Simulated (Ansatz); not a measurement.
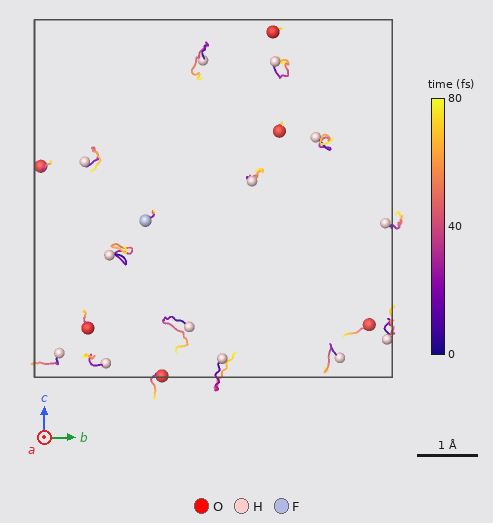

Molecular dynamics of a periodic cell with 6 H2O + 1 HF at 0.994 g/cm³, 80 fs long. It starts from the last geometry of an earlier run, with fresh velocities. Lines trace each atom's path, coloured by time; spheres stand at the starting positions. Seen along the a axis in the simulation cell.

The calculation used Ansatz, DFT r2SCAN-D3(BJ), scalar-relativistic, plane waves, PAW. Settings: plane-wave cutoff 500 eV; k-point mesh 1 × 1 × 1; Fermi-Dirac smearing 0.05 eV; low-accuracy preset; Langevin thermostat (NVT); set temperature 250 K; time step 0.5 fs; friction 0.005 per fs.

Input
```yaml
accuracy: low
crystal:
  lattice:
    - [5.981424, 0.0, 0.0]
    - [0.0, 5.981424, 0.0]
    - [0.0, 0.0, 5.981424]
  atoms:
    - { symbol: O, position: [0.2503368, 0.01777399, 0.59020995] }
    - { symbol: H, position: [0.35629547, 0.14055413, 0.60286702] }
    - { symbol: H, position: [0.24533134, -0.01883203, 0.43130899] }
    - { symbol: O, position: [0.54647707, 0.68484222, 0.68821891] }
    - { symbol: H, position: [0.41813176, 0.78661003, 0.67148911] }
    - { symbol: H, position: [0.58070059, 0.60822876, 0.54864449] }
    - { symbol: O, position: [-0.04531366, 0.66681678, 0.96587516] }
    - { symbol: H, position: [-0.18845982, 0.67266922, 0.88312479] }
    - { symbol: H, position: [-0.04249896, 0.52517171, 1.0524783] }
    - { symbol: O, position: [0.47051243, 0.35650906, 0.00413724] }
    - { symbol: H, position: [0.49156667, 0.43291306, 0.14104298] }
    - { symbol: H, position: [0.45470032, 0.47119067, -0.11355739] }
    - { symbol: O, position: [0.29150064, 0.93608491, 0.14737509] }
    - { symbol: H, position: [0.34291232, 1.06954272, 0.06795822] }
    - { symbol: H, position: [0.18629269, 0.85402072, 0.05451924] }
    - { symbol: O, position: [0.83420494, 1.14919612, 1.13787587] }
    - { symbol: H, position: [0.71003665, 1.19972961, 1.0396074] }
    - { symbol: H, position: [0.85810654, 0.98620251, 1.10617963] }
    - { symbol: F, position: [0.6403839, 0.3104086, 0.43808037] }
    - { symbol: H, position: [0.74244323, 0.20958005, 0.34163416] }
basis:
  ecutwfc: 500.0
kpoints:
  mp_grid: { grid: [1, 1, 1] }
hamiltonian:
  xc: r2scan
  dispersion: d3bj
scf:
  occupations: { method: fermi_dirac, width: 0.05 }
  lower_state_search: "off"
md:
  timestep: 0.5
  n_steps: 160
  ensemble: nvt_langevin
  temperature: 250.0
  initial_velocities: maxwell_boltzmann
  seed: 727801
  friction: 0.005
```

Command:
```bash
ansatz run input.yaml --threads 1 --pin off --max-ram 3072MiB --backend cpu --events-out ev --progress --plain --runs-dir out
```

Question: Describe the motion.

Answer: Root-mean-square distances from the starting positions over the second half, with the common drift of all atoms taken out: H 0.38 Å, O 0.28 Å, F 0.23 Å. The heavy atoms stay within a fraction of a molecule's size of their starting places; so short a run doesn't tell a liquid from a solid. Over the second half the temperature averages 255 K (spread ±23 K). The potential energy is still drifting at the end, so the run hasn't reached equilibrium. The potential energy in the second half lies on average 4.9 meV per atom above the first frame.

Limits of the set-up: the program's low-accuracy preset was used; the periodic images lie only 6.0 Å apart, so the values are limited by the cell's size.

The run took 21 min on 1 thread of Arm Neoverse V1, on a shared host, peak memory 0.49 GiB.
